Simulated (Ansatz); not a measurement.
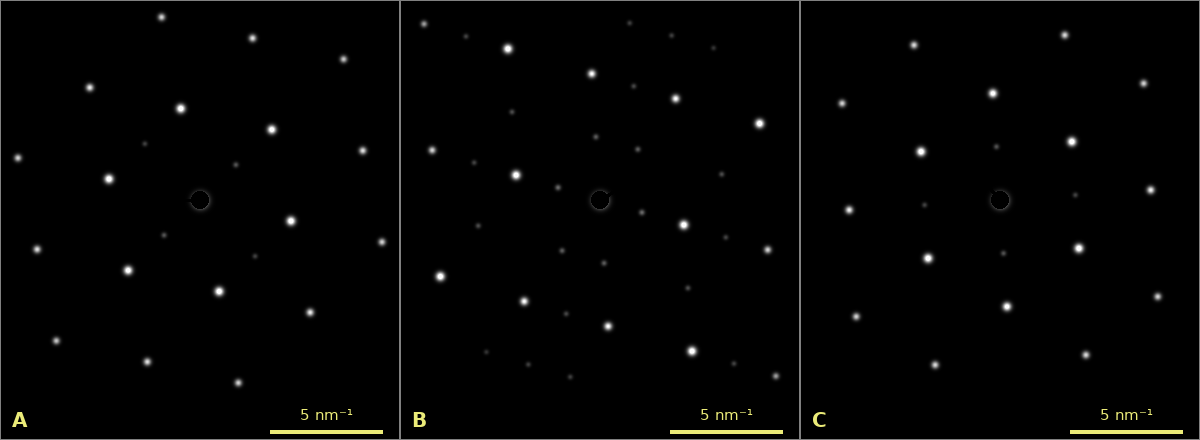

Kinematic electron diffraction patterns (300 kV, B = 0.5 Å², same scale, each along a low-index zone) of three structures of composition Ta3Ag, each relaxed at zero pressure with Ansatz, DFT PBE, scalar-relativistic, plane waves, PAW.

The structures (standard cells):
1. P6_3/mmc (No. 194), a = 5.865 Å, c = 4.864 Å (hexagonal axes), 8 atoms; generated start, possibly hypothetical
2. P4/mmm (No. 123), a = 4.419 Å, c = 3.669 Å, 4 atoms; generated start, possibly hypothetical
3. Pm-3m (No. 221), a = 4.160 Å, 4 atoms; generated start, possibly hypothetical

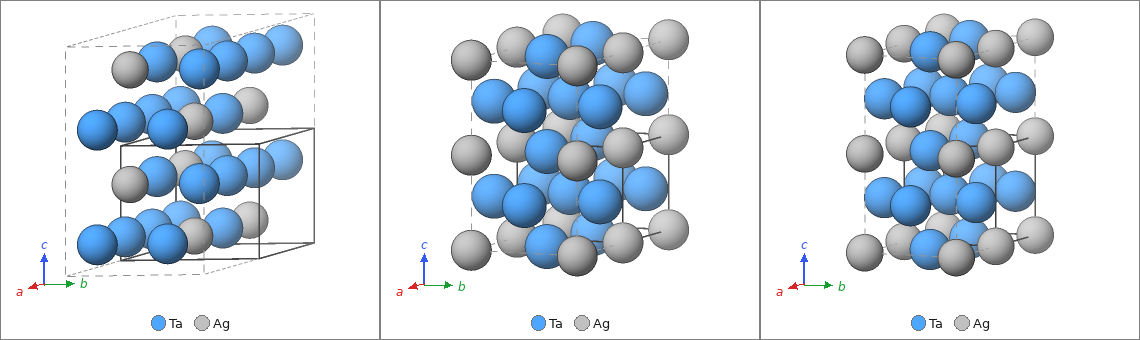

Drawings of the structures 1 to 3, from left to right (each may span several cells).

Which pattern belongs to which structure, and along which zone?

A is structure 2 along [101] or an equivalent direction: rectangular net of 0 1 0 (weak) at d = 4.42 Å and 1 0 -1 (weak) at d = 2.82 Å, 90.0° apart (some points of this net are extinct or too weak to see). B is structure 1 along [101] or an equivalent direction: centred rectangular net of 0 1 0 at d = 5.08 Å and 1 0 -1 (weak) at d = 3.51 Å, 69.8° apart (some points of this net are extinct or too weak to see). C is structure 3 along [110] or an equivalent direction: rectangular net of 0 0 1 (weak) at d = 4.16 Å and 1 -1 0 (weak) at d = 2.94 Å, 90.0° apart (some points of this net are extinct or too weak to see).

Rank the structures by their computed energy.

Structure 2 (P4/mmm, 17.92 Å³ an atom) is the lowest of these; structure 3 (Pm-3m, 17.99 Å³ an atom) lies about 24 meV an atom higher; structure 1 (P6_3/mmc, 18.11 Å³ an atom) lies about 54 meV an atom higher. These are static energies at 0 K; other structures, not shown, may lie lower still.
